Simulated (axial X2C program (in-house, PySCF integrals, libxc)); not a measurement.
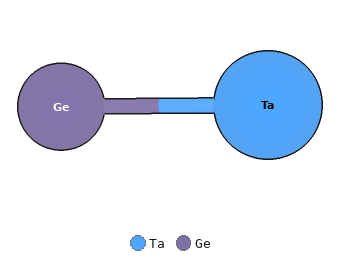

*The molecule at the reference distance of 2.492 Å.*

## TaGe: relativistic diatomic calculation

TaGe, single determinant with Ω = 5/2. Level asked for: BLYP, two-component X2C with atomic mean-field Coulomb and Gaunt terms, Ta dyall-cv3z, Ge dyall-cv3z (cores contracted) (axial X2C program (in-house, PySCF integrals, libxc)).

Input file:
```
{"zs": [73, 32], "q": 0, "bas": ["dyall-cv3z", "dyall-cv3z"], "levels": ["PBE0", "HF", "BLYP"], "cc": true, "r0": 2.67, "thr": -1.0, "nmax": 90, "npts": 10, "nst": 2, "ntry": 6}
```

The line is the task of a batch: nuclear charges, charge, bases, the levels to run, a first guess of the distance and further settings. This report covers BLYP with spin-orbit coupling. The log is that of the reference distance 2.492 Å.

Hardware: 1 thread of AMD EPYC (Zen 3), 24 GiB of memory available, shared host.

The run was one of a batch that the task file lists, launched with:
```bash
python <driver script> task.json out
```

Output:
```
two-component X2C + atomic mean field  BLYP
basis functions 293  fitting functions 1520  grid points 5802
iter        total energy     max residual
   1     -17702.961358847     3.27e-01
   2     -17702.969988509     2.50e-02
   3     -17702.971389768     1.08e-01
   4     -17702.972440356     1.63e-02
   5     -17702.974885696     3.57e-02
   6     -17702.975903606     1.10e-02
   7     -17702.976183952     6.20e-03
   8     -17702.976811129     1.35e-02
   9     -17702.977323246     1.58e-02
  10     -17702.977520069     3.50e-03
  11     -17702.977539721     1.15e-03
  12     -17702.977543309     4.30e-04
  13     -17702.977544586     2.34e-04
  14     -17702.977545319     9.85e-05
  15     -17702.977545644     6.70e-05
  16     -17702.977545833     3.08e-05
  17     -17702.977545873     1.55e-05
  18     -17702.977545883     8.47e-06
  19     -17702.977545884     2.01e-06
converged
one-electron -25311.14409173  Coulomb 7528.15723862  exact exchange 0.00000000  xc functional -401.97270513  nuclear repulsion 496.05054764  atomic mean-field constant -14.06853527
```

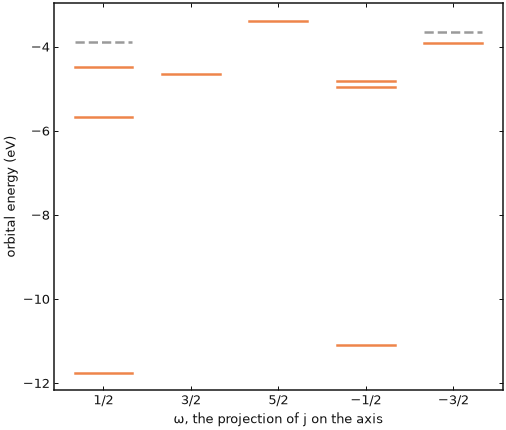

*Orbital energies near the frontier at 2.49 Å, filled (solid) and empty (dashed).*

The highest filled spinor (5/2; 99 % Ta d) lies at −3.38 eV, the lowest empty one (1/2; 49 % Ge p, 41 % Ta d) at −3.89 eV.

What the run reported:

| quantity | value |
| --- | --- |
| outcome | not converged in a step after the SCF shown |
| wall time | 5.5 s |
| peak memory | 0.75 GiB |

What went wrong:

The SCF whose log is shown converged, but a later step did not. The run therefore gave no full result.
